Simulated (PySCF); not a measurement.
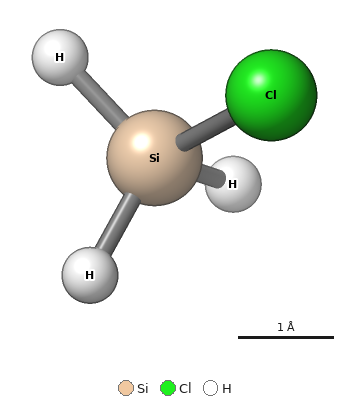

**Figure 1.** The input geometry (ball-and-stick view, seen at a tilt). Bond lengths as drawn: Cl–Si 2.05 Å and H–Si 1.48 Å.

## Run report: SiH₃Cl, single-point calculation

- system: SiH₃Cl, SMILES [SiH3]Cl
- method: HF/STO-3G, RHF, dispersion D4 (PySCF 2.14.0)

The geometry comes from this level: PBE0-D4/def2-TZVP.

## Log
```
PySCF version 2.14.0

[INPUT] num. atoms = 5
[INPUT] num. electrons = 34
[INPUT] charge = 0
[INPUT] spin (= nelec alpha-beta = 2S) = 0
[INPUT] symmetry False subgroup None
[INPUT] Mole.unit = angstrom
[INPUT] Symbol           X                Y                Z      unit          X                Y                Z       unit  Magmom
[INPUT]  1 Si    -0.112000000000   0.018600000000  -0.030900000000 AA   -0.211649325951   0.035148905917  -0.058392537249 Bohr   0.0
[INPUT]  2 Cl     1.838300000000  -0.513500000000   0.329900000000 AA    3.473883534788  -0.970374364964   0.623420648494 Bohr   0.0
[INPUT]  3 H     -0.950900000000  -0.488300000000   1.079100000000 AA   -1.796940571849  -0.922753266625   2.039203461018 Bohr   0.0
[INPUT]  4 H     -0.534700000000  -0.585700000000  -1.314900000000 AA   -1.010436558805  -1.106812591158  -2.484800881191 Bohr   0.0
[INPUT]  5 H     -0.190800000000   1.495400000000  -0.104700000000 AA   -0.360559744567   2.825896446675  -0.197854325242 Bohr   0.0

nuclear repulsion = 86.3372182574061
number of shells = 13
number of NR pGTOs = 63
number of NR cGTOs = 21
basis = sto-3g
ecp = {}
Create scanner for <class 'pyscf.df.df_jk.DFRHF'>
New geometry
   1 Si    -0.112000000000   0.018600000000  -0.030900000000 AA   -0.211649325951   0.035148905917  -0.058392537249 Bohr
   2 Cl     1.838300000000  -0.513500000000   0.329900000000 AA    3.473883534788  -0.970374364964   0.623420648494 Bohr
   3 H     -0.950900000000  -0.488300000000   1.079100000000 AA   -1.796940571849  -0.922753266625   2.039203461018 Bohr
   4 H     -0.534700000000  -0.585700000000  -1.314900000000 AA   -1.010436558805  -1.106812591158  -2.484800881191 Bohr
   5 H     -0.190800000000   1.495400000000  -0.104700000000 AA   -0.360559744567   2.825896446675  -0.197854325242 Bohr

******** <class 'pyscf.scf.hf.DFRHF_Scanner'> ********
method = DFRHF_Scanner
initial guess = minao
damping factor = 0
level_shift factor = 0
DIIS = <class 'pyscf.scf.diis.CDIIS'>
diis_start_cycle = 1
diis_space = 8
diis_damp = 0
SCF conv_tol = 1e-09
SCF conv_tol_grad = None
SCF max_cycles = 50
direct_scf = False
Set gradient conv threshold to 3.16228e-05
Initial guess from minao.
******** <class 'pyscf.df.df.DF'> ********
auxbasis = cc-pvdz-jkfit
Calc dispersion correction with DFTD4.
Parameters: xc=hf, atm=True
init E= -741.293347047262
  HOMO = -0.373493567904718  LUMO = 0.223876360377595  gap/eV = 16.25526
cycle= 1 E= -741.959643714424  delta_E= -0.666  |g|= 0.189  |ddm|=  2.2
  HOMO = -0.341719537986262  LUMO = 0.334906036541138  gap/eV = 18.41192
cycle= 2 E= -741.98151941361  delta_E= -0.0219  |g|= 0.0349  |ddm|= 0.48
  HOMO = -0.36846170247805  LUMO = 0.354623162993808  gap/eV = 19.67614
cycle= 3 E= -741.982179481643  delta_E= -0.00066  |g|= 0.00818  |ddm|= 0.0739
  HOMO = -0.373052606366159  LUMO = 0.352313833400575  gap/eV = 19.73823
cycle= 4 E= -741.9822307732  delta_E= -5.13e-05  |g|= 0.000922  |ddm|= 0.0259
  HOMO = -0.372980680470112  LUMO = 0.352271262255258  gap/eV = 19.73511
cycle= 5 E= -741.982231434495  delta_E= -6.61e-07  |g|= 9.05e-05  |ddm|= 0.00318
  HOMO = -0.372980415530826  LUMO = 0.352302795074112  gap/eV = 19.73596
cycle= 6 E= -741.982231440128  delta_E= -5.63e-09  |g|= 9.02e-06  |ddm|= 0.000276
  HOMO = -0.372986569743967  LUMO = 0.352297487550094  gap/eV = 19.73598
cycle= 7 E= -741.982231440184  delta_E= -5.57e-11  |g|= 5.1e-07  |ddm|= 2.46e-05
  HOMO = -0.372986707153266  LUMO = 0.352297566022743  gap/eV = 19.73599
```

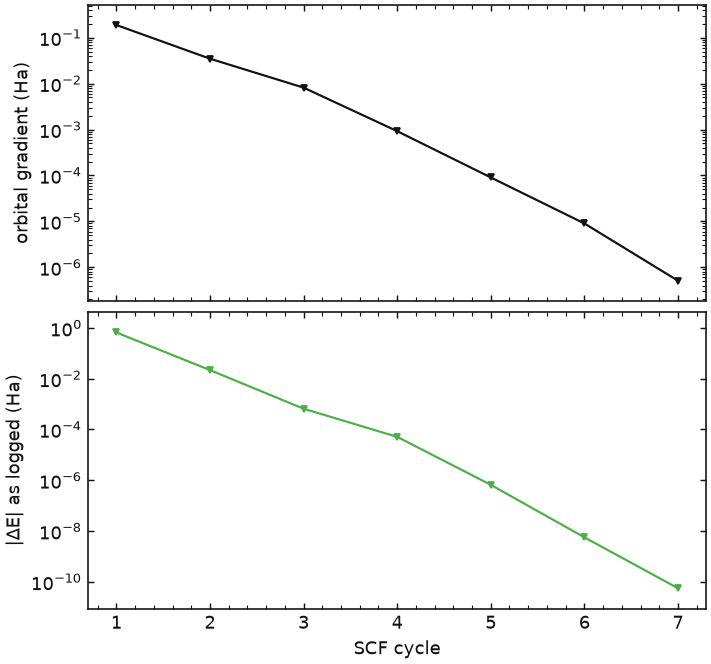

**Figure 2.** Convergence of the self-consistent field: orbital gradient and size of the energy change against the SCF cycle. The residual falls at every step.

```
Extra cycle  E= -741.982231440182  delta_E= 1.36e-12  |g|= 9.35e-08  |ddm|= 1.13e-06
converged SCF energy = -741.982231440182
energy -20190.364920 eV
```

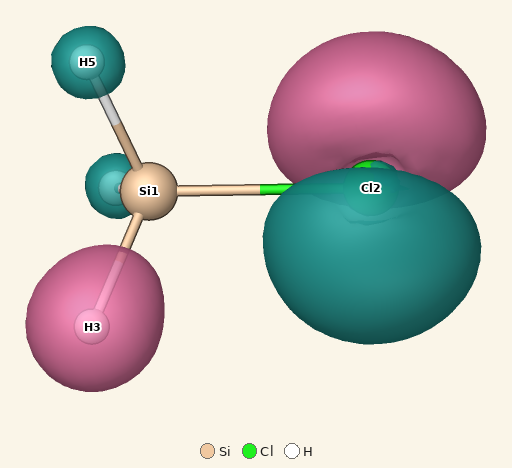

**Figure 3.** The HOMO at ±0.15 Å⁻³ᐟ² (teal and pink are the two phases), seen face on. Its energy is −10.15 eV.

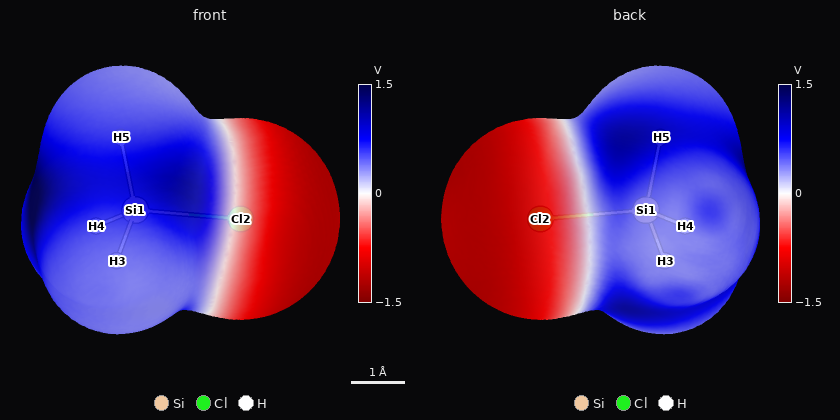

**Figure 4.** The electrostatic potential painted on the density surface at 0.001 e/bohr³, seen at a tilt and from behind; the colour scale runs from red (negative) to blue (positive).

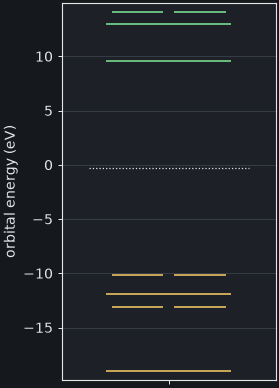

**Figure 5.** Orbital energies near the frontier; the dotted line parts filled from empty levels, and levels within 0.02 eV of each other stand side by side. Highest filled −10.15 eV, lowest empty 9.59 eV, 19.74 eV apart.

This output came from the following input.

## The input (run.py)
```python
# [SiH3]Cl
import pyscf.grad
from pyscf import gto
from pyscf.pbc.tools.pyscf_ase import PySCF, ase_atoms_to_pyscf
from ase import Atoms

atoms = Atoms(['Si', 'Cl', 'H', 'H', 'H'], positions=[
    [-0.112000, 0.018600, -0.030900],
    [1.838300, -0.513500, 0.329900],
    [-0.950900, -0.488300, 1.079100],
    [-0.534700, -0.585700, -1.314900],
    [-0.190800, 1.495400, -0.104700],
])

mol = gto.M(
    atom=ase_atoms_to_pyscf(atoms),
    verbose=4,
    charge=0,
    max_memory=1860,
    basis='sto-3g',
    spin=0,
)

calc0 = mol.RHF()
calc0 = calc0.density_fit(auxbasis='cc-pvdz-jkfit')
calc0.disp = 'd4'
atoms.calc = PySCF(method=calc0)

e_ev = atoms.get_potential_energy()
print('energy %.6f eV' % e_ev)
```

Launch command:
```bash
OMP_NUM_THREADS=1 python run.py
```

## Summary

| quantity | value |
| --- | --- |
| outcome | converged |
| total energy | −741.982231 hartree |
| dispersion energy | −0.010058 hartree |
| basis functions | 21 |
| HOMO | −10.15 eV |
| LUMO | 9.59 eV |
| dipole moment | 2.84 D |
| hardware | 1 thread of Arm Neoverse V2, 24 GiB of memory available, shared host |
| wall time | 0.86 s |
| peak memory | 0.17 GiB |
